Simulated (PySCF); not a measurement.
# BH3S (SMILES BS): CCSDT/STO-6G

What is the energy change on altering one bond length of BH3S at CCSDT/STO-6G? Input form: a Python script.

The results are computed with PySCF 2.14.0.

11 further runs of the same task are left out: 11 set aside as unsound or not needed.

## (1) The structure to begin with

The species is BH3S (5 atoms), meant as a singlet with charge 0. As SMILES, `BS`. Geometry: relaxed at PBE0-D4/def2-TZVP.

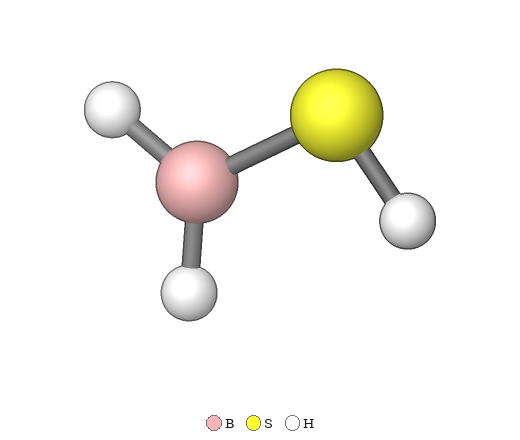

Viewed from a chosen angle; boron pink, sulfur yellow, hydrogen white.

## (2) A single-point energy at CCSDT/STO-6G

Contents of calc.py:

```python
from pyscf import gto, scf, cc

mol = gto.Mole()
mol.atom = '''
B     -0.392100    -0.421000     0.088100
S      0.161700     1.236900    -0.154300
H     -1.562900    -0.556400     0.264200
H      0.367100    -1.337600     0.074200
H      1.476100     1.004400    -0.313600
'''
mol.basis = 'sto-6g'
mol.verbose = 3
mol.max_memory = 1860
mol.build()

mf = scf.RHF(mol)
mf.conv_tol = 1e-10
mf.kernel()
if not mf.converged:
    mf = mf.newton().run(mf.mo_coeff, mf.mo_occ)

mycc = cc.CCSDT(mf, frozen=6)
mycc.kernel()
e_tot = mycc.e_tot
print(f'total energy: {e_tot:.8f} hartree')
```

Launch:

```sh
$ OMP_NUM_THREADS=1 python calc.py
```

Standard output:

```text
converged SCF energy = -422.551082060016
_make_eris_incore_RCCSDT

WARN: A large `blksize` is being used, which may cause large memory consumption
      for storing contraction intermediates. If memory is sufficient, consider using
      `pyscf.cc.rccsdt_highm.RCCSDT` instead.

WARN: A large `blksize_oovv` is being used, which may cause large memory consumption
      for storing contraction intermediates. If memory is sufficient, consider using
      `pyscf.cc.rccsdt_highm.RCCSDT` instead.

WARN: A large `blksize_oooo` is being used, which may cause large memory consumption
      for storing contraction intermediates. If memory is sufficient, consider using
      `pyscf.cc.rccsdt_highm.RCCSDT` instead.

RCCSDT converged
E(RCCSDT) = -422.6477752576195   E_corr = -0.09669319760326428
E_corr(same-spin) = -0.00841784416008656
E_corr(oppo-spin) = -0.0882753534431777
total energy: -422.64777526 hartree
```

Run time: 0.78 s. Hardware: 1 thread of Arm Neoverse V2, shared host; peak memory 0.1 GiB.

## (3) The distorted shape

Contents of calc.py:

```python
from pyscf import gto, cc

mol = gto.Mole()
mol.atom = '''
B      3.241481    -0.335016    -0.432515
S      4.288012     2.797961    -0.890584
H     -2.953453    -1.051444     0.499266
H      4.676161    -2.067139    -0.458782
H      6.771868     2.358599    -1.191618
'''
mol.verbose = 3
mol.unit = 'bohr'
mol.basis = 'sto-6g'
mol.spin = 0
mol.max_memory = 1860
mol.build()

mf = mol.RHF()
mf.conv_tol = 1e-10
mf.kernel()
if not mf.converged:
    mf = mf.newton().run(mf.mo_coeff, mf.mo_occ)

mycc = cc.CCSDT(mf, frozen=6)
mycc.kernel()
etot = mycc.e_tot
print('E(%s) = %.9f' % ('CCSDT', etot))
```

Launch:

```sh
$ OMP_NUM_THREADS=1 python calc.py
```

Standard output:

```text
converged SCF energy = -422.141216353929
_make_eris_incore_RCCSDT

WARN: A large `blksize` is being used, which may cause large memory consumption
      for storing contraction intermediates. If memory is sufficient, consider using
      `pyscf.cc.rccsdt_highm.RCCSDT` instead.

WARN: A large `blksize_oovv` is being used, which may cause large memory consumption
      for storing contraction intermediates. If memory is sufficient, consider using
      `pyscf.cc.rccsdt_highm.RCCSDT` instead.

WARN: A large `blksize_oooo` is being used, which may cause large memory consumption
      for storing contraction intermediates. If memory is sufficient, consider using
      `pyscf.cc.rccsdt_highm.RCCSDT` instead.

RCCSDT converged
E(RCCSDT) = -422.440473848698   E_corr = -0.2992574947690423
E_corr(same-spin) = -0.00579297142007316
E_corr(oppo-spin) = -0.293464523348969
E(CCSDT) = -422.440473849
```

Wall time 0.9 s (1 thread of Arm Neoverse V2, shared host); peak memory 0.12 GiB.

## (4) Results

Level: CCSDT/STO-6G, 6 core orbitals frozen.

```
                                                         quantity          value
                                        first shape: total energy  -422.64778 Eh
                first shape: dipole moment (Hartree–Fock density)         0.88 D
                 first shape: HOMO energy (Hartree–Fock orbitals)       -8.45 eV
                 first shape: LUMO energy (Hartree–Fock orbitals)        7.06 eV
               first shape: HOMO–LUMO gap (Hartree–Fock orbitals)       15.51 eV
         first shape: correlation energy (6 core orbitals frozen)      -96.7 mEh
                                       first shape: T1 diagnostic          0.023
                                    distorted shape: total energy  -422.44047 Eh
            distorted shape: dipole moment (Hartree–Fock density)         3.39 D
             distorted shape: HOMO energy (Hartree–Fock orbitals)       -3.60 eV
             distorted shape: LUMO energy (Hartree–Fock orbitals)        2.11 eV
           distorted shape: HOMO–LUMO gap (Hartree–Fock orbitals)        5.71 eV
     distorted shape: correlation energy (6 core orbitals frozen)     -299.3 mEh
                                   distorted shape: T1 diagnostic          0.048
energy change with the B1–H3 bond stretched from 1.192 to 3.337 Å       5.641 eV
```

**Reading.** With the B1–H3 bond stretched from 1.192 to 3.337 Å the energy rises by 5.64 eV (130 kcal/mol). The first shape isn't relaxed at this level, so the change isn't measured from a minimum. The minimal basis adds a large error of its own. The T1 diagnostic (first shape) of 0.023 is above the customary mark for such species, so a single reference may not serve. The T1 diagnostic (distorted shape) of 0.048 is above the customary mark for such species, so a single reference may not serve.
